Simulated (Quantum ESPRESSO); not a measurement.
# CdF2 (Fm-3m): zone-centre phonons, part 2 of 4

Aim: the zone-centre modes of CdF2 (Fm-3m).

Quantum ESPRESSO 7.5; DFT LDA, scalar-relativistic, plane waves, PseudoDojo norm-conserving pseudopotentials.

So far. Step 2 (A probe with smearing): A gap of 2.8 eV opens on this mesh, so the crystal is taken as an insulator; the start stands at -5.7 GPa. Step 4 (Ground state): The cell stands at 0.0070 GPa, close enough for phonons.

**5. Zone-centre response**

At q = 0 one unit cell holds all displacements; symmetry groups them into irreducible representations that are solved one by one. The response to a field gives ε∞ and the Born charges, which polar modes need.

The input, ph.in:

```
phonons
&inputph
   prefix = 'x'
   outdir = './tmp'
   fildyn = 'g.dyn'
   tr2_ph = 1.0d-18
   epsil = .true.
/
0.000000000000 0.000000000000 0.000000000000
```

Started as:

```sh
$ OMP_NUM_THREADS=1 mpirun -n 4 ph.x -nk 4 -in ph.in > ph.out
```

What it wrote:

```text
[banners, grids, parts of the stress and lines that vanish by symmetry left out]
[banner, memory and clock lines left out]
Program PHONON v.7.5

     ./tmp/x.save/

     IMPORTANT: XC functional enforced from input :
     Exchange-correlation= PW
                           (   1   4   0   0   0   0   0)
     Any further DFT definition will be discarded
     Please, verify this is what you really want

     G-vector sticks info

     Reading collected, re-writing distributed wavefunctions in ./tmp/

     Number and degeneracy of irreps per q-point
       N         xq(1)         xq(2)         xq(3)   N irreps
       1   0.000000000   0.000000000   0.000000000       3
        3   3   3

     Calculation of q =    0.0000000   0.0000000   0.0000000

     phonons

     bravais-lattice index     =            0
     lattice parameter (alat)  =       7.0793  a.u.
     unit-cell volume          =     250.8792 (a.u.)^3
     number of atoms/cell      =            3
     number of atomic types    =            2
     kinetic-energy cut-off    =     112.0000  Ry
     charge density cut-off    =     448.0000  Ry
     convergence threshold     =      1.0E-18
     beta                      =       0.7000
     number of iterations used =            4
     Exchange-correlation= PW
                           (   1   4   0   0   0   0   0)

     celldm(1)=    7.07935  celldm(2)=    0.00000  celldm(3)=    0.00000
     celldm(4)=    0.00000  celldm(5)=    0.00000  celldm(6)=    0.00000

     crystal axes: (cart. coord. in units of alat)
               a(1) = ( -0.7071  0.0000  0.7071 )
               a(2) = (  0.0000  0.7071  0.7071 )
               a(3) = ( -0.7071  0.7071  0.0000 )

     reciprocal axes: (cart. coord. in units 2 pi/alat)
               b(1) = ( -0.7071 -0.7071  0.7071 )
               b(2) = (  0.7071  0.7071  0.7071 )
               b(3) = ( -0.7071  0.7071 -0.7071 )

     Atoms inside the unit cell:

     Cartesian axes

     site n.  atom      mass           positions (alat units)
        1  Cd    112.4140   tau(    1) = (    0.00000    0.00000    0.00000  )
        2  F      18.9984   tau(    2) = (   -1.06066    1.06066    1.06066  )
        3  F      18.9984   tau(    3) = (   -0.35355    0.35355    0.35355  )

     Computing dynamical matrix for
                    q = (   0.0000000   0.0000000   0.0000000 )

     49 Sym.Ops. (with q -> -q+G )

     G cutoff =  568.7281  (  39957 G-vectors)     FFT grid: ( 48, 48, 48)
     number of k points=    29
                       cart. coord. in units 2pi/alat
        k(    1) = (   0.0000000   0.0000000   0.0000000), wk =   0.0039062
        k(    2) = (  -0.0883883   0.0883883  -0.0883883), wk =   0.0312500
        k(    3) = (  -0.1767767   0.1767767  -0.1767767), wk =   0.0312500
        [... further k-points left out ...]

     PseudoPot. # 1 for Cd read from file:
     ./pseudo/Cd.upf
     Pseudo is Norm-conserving + core correction, Zval = 20.0
     Using radial grid of 1336 points,  6 beta functions with:
                l(1) =   0
                l(2) =   0
                l(3) =   1
                l(4) =   1
                l(5) =   2
                l(6) =   2

     PseudoPot. # 2 for F  read from file:
     ./pseudo/F.upf
     Pseudo is Norm-conserving + core correction, Zval =  7.0
     Using radial grid of  824 points,  5 beta functions with:
                l(1) =   0
                l(2) =   0
                l(3) =   1
                l(4) =   1
                l(5) =   2

     Mode symmetry, O_h (m-3m)  point group:

     Electric field:
     Dielectric constant
     Born effective charges as d Force / d E

     Atomic displacements:
     There are    3 irreducible representations

     Representation     1      3 modes -  To be done

     Representation     2      3 modes -  To be done

     Representation     3      3 modes -  To be done

     Alpha used in Ewald sum =   2.8000

     Electric Fields Calculation

      iter #   1   av.it.:   8.6
      thresh= 1.000E-02 alpha_mix =  0.700 |ddv_scf|^2 =  1.617E-08

      iter #   2   av.it.:  17.0
      thresh= 1.272E-05 alpha_mix =  0.700 |ddv_scf|^2 =  6.743E-10

      iter #   3   av.it.:  17.0
      thresh= 2.597E-06 alpha_mix =  0.700 |ddv_scf|^2 =  2.024E-11

      iter #   4   av.it.:  17.1
      thresh= 4.498E-07 alpha_mix =  0.700 |ddv_scf|^2 =  3.000E-13

      iter #   5   av.it.:  16.5
      thresh= 5.477E-08 alpha_mix =  0.700 |ddv_scf|^2 =  7.195E-15

      iter #   6   av.it.:  16.7
      thresh= 8.482E-09 alpha_mix =  0.700 |ddv_scf|^2 =  4.583E-17

      iter #   7   av.it.:  16.9
      thresh= 6.769E-10 alpha_mix =  0.700 |ddv_scf|^2 =  4.687E-19

     End of electric fields calculation

          Dielectric constant in cartesian axis

          (       2.916618042       0.000000000       0.000000000 )
          (       0.000000000       2.916618042      -0.000000000 )
          (       0.000000000      -0.000000000       2.916618042 )

          Effective charges (d Force / dE) in cartesian axis without acoustic sum rule applied (asr)

           atom    1  Cd    Mean Z*:        2.45250
      Ex  (        2.45250       -0.00000        0.00000 )
      Ey  (       -0.00000        2.45250       -0.00000 )
      Ez  (        0.00000       -0.00000        2.45250 )
           atom    2  F     Mean Z*:       -1.22590
      Ex  (       -1.22590        0.00000        0.00000 )
      Ey  (       -0.00000       -1.22590        0.00000 )
      Ez  (        0.00000        0.00000       -1.22590 )
           atom    3  F     Mean Z*:       -1.22590
      Ex  (       -1.22590       -0.00000       -0.00000 )
      Ey  (       -0.00000       -1.22590        0.00000 )
      Ez  (       -0.00000        0.00000       -1.22590 )

          Effective charges Sum: Mean:        0.00070
              0.00070       -0.00000        0.00000
             -0.00000        0.00070        0.00000
              0.00000       -0.00000        0.00070

          Effective charges (d Force / dE) in cartesian axis with asr applied:
           atom    1  Cd    Mean Z*:        2.45227
      E*x (        2.45227       -0.00000        0.00000 )
      E*y (       -0.00000        2.45227       -0.00000 )
      E*z (        0.00000       -0.00000        2.45227 )
           atom    2  F     Mean Z*:       -1.22614
      E*x (       -1.22614        0.00000        0.00000 )
      E*y (        0.00000       -1.22614        0.00000 )
      E*z (        0.00000        0.00000       -1.22614 )
           atom    3  F     Mean Z*:       -1.22614
      E*x (       -1.22614       -0.00000       -0.00000 )
      E*y (        0.00000       -1.22614        0.00000 )
      E*z (       -0.00000        0.00000       -1.22614 )

     Representation #   1 modes #   1   2   3

     Self-consistent Calculation

      iter #   1   av.it.:   9.7
      thresh= 1.000E-02 alpha_mix =  0.700 |ddv_scf|^2 =  7.682E-07

      iter #   2   av.it.:  17.1
      thresh= 8.765E-05 alpha_mix =  0.700 |ddv_scf|^2 =  8.649E-09

      iter #   3   av.it.:  17.4
      thresh= 9.300E-06 alpha_mix =  0.700 |ddv_scf|^2 =  2.806E-11

      iter #   4   av.it.:  17.9
      thresh= 5.297E-07 alpha_mix =  0.700 |ddv_scf|^2 =  2.333E-13

      iter #   5   av.it.:  17.4
      thresh= 4.830E-08 alpha_mix =  0.700 |ddv_scf|^2 =  1.528E-15

      iter #   6   av.it.:  18.1
      thresh= 3.909E-09 alpha_mix =  0.700 |ddv_scf|^2 =  8.020E-18

      iter #   7   av.it.:  18.1
      thresh= 2.832E-10 alpha_mix =  0.700 |ddv_scf|^2 =  2.095E-19

     End of self-consistent calculation

     Convergence has been achieved

     Representation #   2 modes #   4   5   6

     Self-consistent Calculation

[...]
End of self-consistent calculation

     Convergence has been achieved

     Representation #   3 modes #   7   8   9

     Self-consistent Calculation

[...]
iter #   2   av.it.:  17.3
      thresh= 2.353E-04 alpha_mix =  0.700 |ddv_scf|^2 =  4.763E-07

      iter #   3   av.it.:  16.8
      thresh= 6.901E-05 alpha_mix =  0.700 |ddv_scf|^2 =  6.239E-10

      iter #   4   av.it.:  17.7
      thresh= 2.498E-06 alpha_mix =  0.700 |ddv_scf|^2 =  5.987E-12

      iter #   5   av.it.:  17.6
      thresh= 2.447E-07 alpha_mix =  0.700 |ddv_scf|^2 =  3.368E-14

      iter #   6   av.it.:  17.6
      thresh= 1.835E-08 alpha_mix =  0.700 |ddv_scf|^2 =  6.864E-16

      iter #   7   av.it.:  17.4
      thresh= 2.620E-09 alpha_mix =  0.700 |ddv_scf|^2 =  3.956E-18

      iter #   8   av.it.:  18.3
      thresh= 1.989E-10 alpha_mix =  0.700 |ddv_scf|^2 =  9.168E-20

     End of self-consistent calculation

     Convergence has been achieved

     Number of q in the star =    1
     List of q in the star:
          1   0.000000000   0.000000000   0.000000000

          Dielectric constant in cartesian axis

          (       2.916618042       0.000000000       0.000000000 )
          (       0.000000000       2.916618042      -0.000000000 )
          (       0.000000000      -0.000000000       2.916618042 )

          Effective charges (d Force / dE) in cartesian axis without acoustic sum rule applied (asr)

           atom    1  Cd    Mean Z*:        2.45250
      Ex  (        2.45250       -0.00000        0.00000 )
      Ey  (       -0.00000        2.45250       -0.00000 )
      Ez  (        0.00000       -0.00000        2.45250 )
           atom    2  F     Mean Z*:       -1.22590
      Ex  (       -1.22590        0.00000        0.00000 )
      Ey  (       -0.00000       -1.22590        0.00000 )
      Ez  (        0.00000        0.00000       -1.22590 )
           atom    3  F     Mean Z*:       -1.22590
      Ex  (       -1.22590       -0.00000       -0.00000 )
      Ey  (       -0.00000       -1.22590        0.00000 )
      Ez  (       -0.00000        0.00000       -1.22590 )

          Effective charges Sum: Mean:        0.00070
              0.00070       -0.00000        0.00000
             -0.00000        0.00070        0.00000
              0.00000       -0.00000        0.00070

          Effective charges (d Force / dE) in cartesian axis with asr applied:
           atom    1  Cd    Mean Z*:        2.45227
      E*x (        2.45227       -0.00000        0.00000 )
      E*y (       -0.00000        2.45227       -0.00000 )
      E*z (        0.00000       -0.00000        2.45227 )
           atom    2  F     Mean Z*:       -1.22614
      E*x (       -1.22614        0.00000        0.00000 )
      E*y (        0.00000       -1.22614        0.00000 )
      E*z (        0.00000        0.00000       -1.22614 )
           atom    3  F     Mean Z*:       -1.22614
      E*x (       -1.22614       -0.00000       -0.00000 )
      E*y (        0.00000       -1.22614        0.00000 )
      E*z (       -0.00000        0.00000       -1.22614 )

     Diagonalizing the dynamical matrix

     q = (    0.000000000   0.000000000   0.000000000 )

 **************************************************************************
     freq (    1) =      -0.060204 [THz] =      -2.008205 [cm-1]
     freq (    2) =      -0.060204 [THz] =      -2.008205 [cm-1]
     freq (    3) =      -0.060204 [THz] =      -2.008205 [cm-1]
     freq (    4) =       7.142664 [THz] =     238.253623 [cm-1]
     freq (    5) =       7.142664 [THz] =     238.253623 [cm-1]
     freq (    6) =       7.142664 [THz] =     238.253623 [cm-1]
     freq (    7) =       9.555633 [THz] =     318.741593 [cm-1]
     freq (    8) =       9.555633 [THz] =     318.741593 [cm-1]
     freq (    9) =       9.555633 [THz] =     318.741593 [cm-1]
 **************************************************************************

     Mode symmetry, O_h (m-3m)  point group:

     freq (   1-   3) =         -2.0  [cm-1]   --> T_1u G_15  G_4- I
     freq (   4-   6) =        238.3  [cm-1]   --> T_1u G_15  G_4- I
     freq (   7-   9) =        318.7  [cm-1]   --> T_2g G_25' G_5+ R
```

The job ended after 8 min (4 MPI ranks of Intel Xeon Platinum 8488C (Sapphire Rapids), shared host; 32 min of CPU time).

Numbers from this step:

```yaml
miss_of_the_charge_sum_rule: 7.00e-4 e
largest_acoustic_frequency_at_the_zone_centre_before_the_sum_rule: -2.01 cm⁻¹
highest_optical_zone_centre_mode_no_lo_to_term: 318.7 cm⁻¹
lowest_optical_zone_centre_mode: 238.2 cm⁻¹
mean_high_frequency_dielectric_constant: 2.917
largest_born_charge_in_size_third_of_the_trace: 2.453 e
```

Born charge (rows field, columns displacement), before the sum rule (e), principal values of the symmetric part by kind of site:

```csv
atom,atoms with these values,low,middle,high,mean
Cd1,1,2.45,2.45,2.45,2.45
F2,2,-1.23,-1.23,-1.23,-1.23
```

In full for Cd1:

```
2.45 0.00 0.00
0.00 2.45 0.00
0.00 0.00 2.45
```

High-frequency dielectric tensor:

```
2.92 0.00 0.00
0.00 2.92 0.00
0.00 0.00 2.92
```

The acoustic modes at Γ come out as far as 2.0 cm⁻¹ from zero, where they should vanish, a small numerical error; the Born charges miss their sum rule by 7.0e-4 e, which is good.

**6. Zone-centre analysis**

A rigid shift of the crystal must cost nothing, but grids and finite bases break this; the acoustic sum rule is imposed before the matrix is diagonalised again. With Born charges the intensities follow, and the static dielectric tensor.

The input, dynmat.in:

```
&input
   fildyn = 'g.dyn'
   asr = 'simple'
   fileig = 'dynmat.eig'
   lperm = .true.
/
```

Started as:

```sh
$ dynmat.x -in dynmat.in > dynmat.out
```

What it wrote:

```text
[banner, memory and clock lines left out]
Program DYNMAT v.7.5

     Reading Dynamical Matrix from file g.dyn
     ...Force constants read
     ...epsilon and Z* read
     A direction for q was not specified:TO-LO splitting will be absent

     Polarizability (A^3 units)
     multiply by 0.610176 for Clausius-Mossotti correction
         5.670140    0.000000    0.000000
         0.000000    5.670140   -0.000000
         0.000000   -0.000000    5.670140

     IR activities are in (D/A)^2/amu units

# mode   [cm-1]    [THz]      IR
    1     -0.00   -0.0000    0.0000
    2      0.00    0.0000    0.0000
    3      0.00    0.0000    0.0000
    4    238.27    7.1431    4.8856
    5    238.27    7.1431    4.8856
    6    238.27    7.1431    4.8856
    7    318.75    9.5560    0.0000
    8    318.75    9.5560    0.0000
    9    318.75    9.5560    0.0000

Electronic dielectric permittivity tensor (relative, adimensional)
         2.916618    0.000000    0.000000
         0.000000    2.916618   -0.000000
         0.000000   -0.000000    2.916618

 ... with zone-center polar mode contributions
         7.853734    0.000000   -0.000000
         0.000000    7.853734    0.000000
        -0.000000    0.000000    7.853734

[end of the log left out, with the tail of the file of modes that dynmat.x writes under the same name]
```

The job ended after 0.67 s (1 thread).

This step gave:

```yaml
highest_optical_zone_centre_mode_no_lo_to_term: 318.8 cm⁻¹
lowest_optical_zone_centre_mode: 238.3 cm⁻¹
mean_static_dielectric_constant: 7.854
```

Unit eigenvectors of the mass-weighted matrix after the sum rule; no LO-TO term. Modes at Γ, with each element's share of the kinetic energy:

```csv
mode,frequency (cm⁻¹),symmetry,Cd %,F %
1,0.0,acoustic,75,25
2,0.0,acoustic,75,25
3,0.0,acoustic,75,25
4,238.3,T1u,25,75
5,238.3,T1u,25,75
6,238.3,T1u,25,75
7,318.8,T2g,0,100
8,318.8,T2g,0,100
9,318.8,T2g,0,100
```

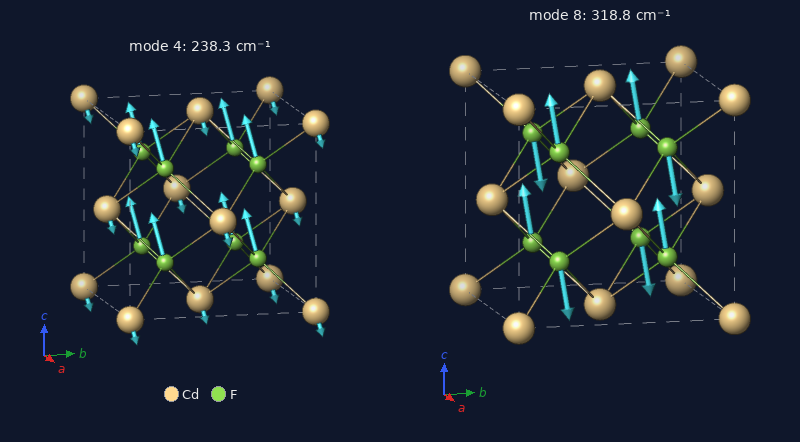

Displacement patterns of modes 4 and 8 at Γ; arrows are exaggerated. Some periodic images of atoms are drawn too.

Degenerate modes summed, no LO-TO term. Lines of the infrared spectrum (strongest = 100):

```csv
position (cm⁻¹),lines merged,label,"IR intensity, relative"
238,3,T1u,100
319,3,T2g,0.0
```

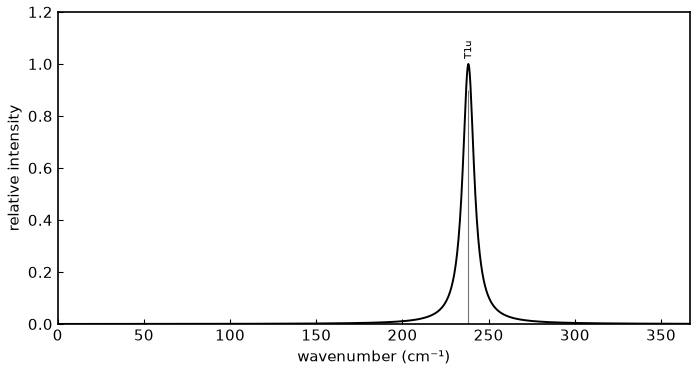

The infrared spectrum, broadened with Lorentzians of width 8 cm⁻¹; bars mark the lines.

Static dielectric tensor (ions relaxed, fixed cell):

```
7.85 0.00 0.00
0.00 7.85 0.00
0.00 0.00 7.85
```

The rule moves no optical mode by more than 0.1 cm⁻¹.

**7. The LO-TO splitting (1 0 0)**

A longitudinal polar mode sets up a macroscopic field that stiffens it; the term hangs on the direction from which q goes to zero.

The input, dynmat.in:

```
&input
   fildyn = 'g.dyn'
   asr = 'simple'
   fileig = 'dynmat.eig'
   q(1) = 1.0
   q(2) = 0.0
   q(3) = 0.0
/
```

Started as:

```sh
$ dynmat.x -in dynmat.in > dynmat.out
```

What it wrote:

```text
[banner, memory and clock lines left out]
Program DYNMAT v.7.5

     Reading Dynamical Matrix from file g.dyn
     ...Force constants read
     ...epsilon and Z* read

     Polarizability (A^3 units)
     multiply by 0.610176 for Clausius-Mossotti correction
         5.670140    0.000000    0.000000
         0.000000    5.670140   -0.000000
         0.000000   -0.000000    5.670140

     IR activities are in (D/A)^2/amu units

# mode   [cm-1]    [THz]      IR
    1     -0.00   -0.0000    0.0000
    2      0.00    0.0000    0.0000
    3      0.00    0.0000    0.0000
    4    238.27    7.1431    4.8856
    5    238.27    7.1431    4.8856
    6    318.75    9.5560    0.0000
    7    318.75    9.5560    0.0000
    8    318.75    9.5560    0.0000
    9    390.99   11.7215    4.8856

[end of the log left out, with the tail of the file of modes that dynmat.x writes under the same name]
```

It took 0.66 s on 1 thread.

Numbers from this step:

```yaml
highest_mode_moved_by_the_lo_to_term: 391.0 cm⁻¹
```

Zone-centre frequencies as printed; negative means imaginary. Modes:

```csv
mode,frequency (cm⁻¹)
1,0
2,0
3,0
4,238.3
5,238.3
6,318.8
7,318.8
8,318.8
9,391
```

The field moves one mode, from 238 to 391 cm⁻¹; the others stay.

**8. Ground state, volume × 0.94**

Bonds stiffen under compression, so frequencies follow the volume; the atoms are not relaxed anew.

The input, scf.in:

```
&control
   calculation = 'scf'
   prefix = 'x'
   outdir = './tmp'
   pseudo_dir = './pseudo'
   tprnfor = .true.
   tstress = .true.
/
&system
   ibrav = 0
   nat = 3
   ntyp = 2
   ecutwfc = 112.0
   occupations = 'fixed'
   nbnd = 19
/
&electrons
   conv_thr = 1.0d-12
   mixing_beta = 0.7
   electron_maxstep = 100
/
ATOMIC_SPECIES
 Cd    112.4140  Cd.upf
 F      18.9984  F.upf
CELL_PARAMETERS angstrom
    -2.594908038    0.000000000    2.594908038
     0.000000000    2.594908038    2.594908038
    -2.594908038    2.594908038    0.000000000
ATOMIC_POSITIONS crystal
 Cd     0.000000000   0.000000000   0.000000000
 F      0.750000000   0.750000000   0.750000000
 F      0.250000000   0.250000000   0.250000000
K_POINTS automatic
 8 8 8 0 0 0
```

Started as:

```sh
$ OMP_NUM_THREADS=1 mpirun -n 4 pw.x -nk 4 -in scf.in > scf.out
```

What it wrote:

```text
[banners, grids, parts of the stress and lines that vanish by symmetry left out]
[banner, memory and clock lines left out]
Program PWSCF v.7.5

[...]
kinetic-energy cutoff     =     112.0000  Ry
     charge density cutoff     =     448.0000  Ry
     scf convergence threshold =      1.0E-12
[...]
Exchange-correlation= SLA  PW   NOGX NOGC
                           (   1   4   0   0   0   0   0)
[...]
48 Sym. Ops., with inversion, found
[...]
number of k points=    29
[...]
End of self-consistent calculation
[...]
highest occupied, lowest unoccupied level (ev):     7.9723   11.2041
!    total energy              =    -449.01166828 Ry
[...]
convergence has been achieved in  13 iterations
[...]
atom    1 type  1   force =     0.00000000    0.00000000   -0.00000000
     atom    2 type  2   force =     0.00000000    0.00000000    0.00000000
     atom    3 type  2   force =     0.00000000   -0.00000000    0.00000000
     Total force =     0.000000     Total SCF correction =     0.000000
[...]
total   stress  (Ry/bohr**3)                   (kbar)     P=       91.25
[...]
XML data file, charge density, pseudopotentials, collected wavefunctions
```

Run time: 17 s. Hardware: 4 MPI ranks; 66 s of CPU time.

This step gave:

```yaml
volume_per_atom: 11.65 Å³
pressure: 9.125 GPa
gap_on_the_k_mesh: 3.232 eV
```

[end of part 2 of 4]

[Host names and launcher messages were left out of these logs when they were recorded.]

[Logs are printed without paths, hosts, clocks, repeated set-up lines and the standing remarks that a program may print on its own settings, such as how far it seeks lower states.]

[Hosts, paths, dates, database ids (printed as entryN), source tags and the programs' standing remarks are cut or masked in the printed files.]
